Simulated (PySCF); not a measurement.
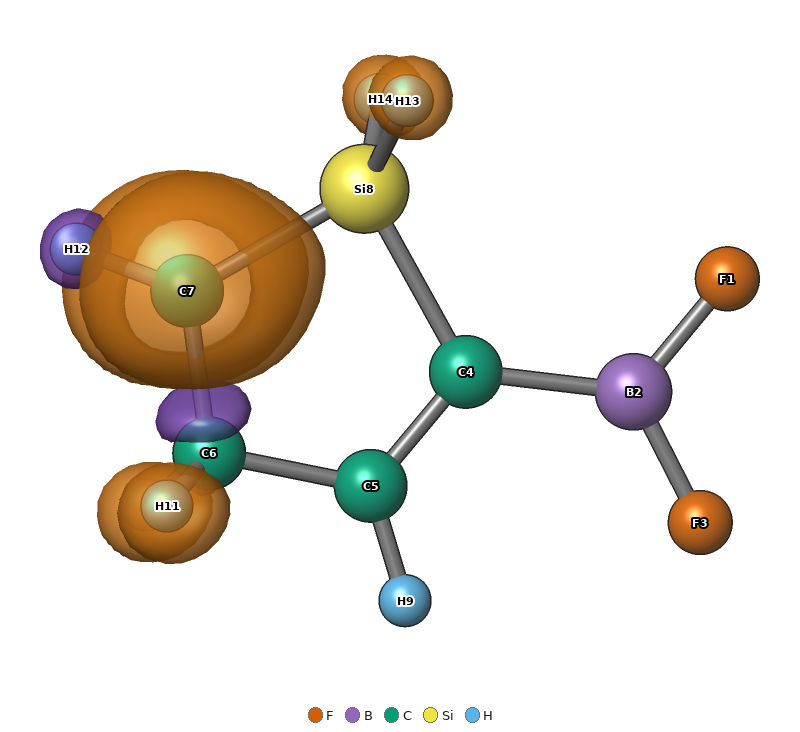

C₄H₆BF₂Si (SMILES FB(F)C1=CC[CH][SiH2]1) (doublet). Isosurfaces of the spin density at +0.02 (orange) and −0.02 e/Å³ (purple), seen across its widest extent.

Geometry: GFN2-xTB.

Computed with UKS B3LYP, pcH-1 on B C F H Si, non-relativistic, mean-field spin-orbit, GIAO in PySCF 2.14.0, density-fitted response routines.

| atom | x (Å) | y (Å) | z (Å) |
| --- | --- | --- | --- |
| F | 3.2552 | 0.3735 | 0.1980 |
| B | 2.3056 | -0.5405 | 0.0475 |
| F | 2.7843 | -1.7739 | -0.0593 |
| C | 0.8143 | -0.1945 | 0.0102 |
| C | -0.1524 | -1.1177 | -0.1113 |
| C | -1.5763 | -0.6670 | -0.1246 |
| C | -1.6199 | 0.8067 | 0.0027 |
| Si | 0.0753 | 1.5435 | 0.1338 |
| H | 0.0478 | -2.1777 | -0.1977 |
| H | -2.0708 | -1.0052 | -1.0459 |
| H | -2.1319 | -1.1540 | 0.6889 |
| H | -2.5809 | 1.2921 | 0.0113 |
| H | 0.3773 | 2.2063 | 1.4095 |
| H | 0.4716 | 2.4078 | -0.9852 |

> Describe the spin distribution.

The unpaired spin (1 electron) lies mostly on C7 (about 0.7) and Si8 (about 0.1), in electrons by Hirshfeld's partition.
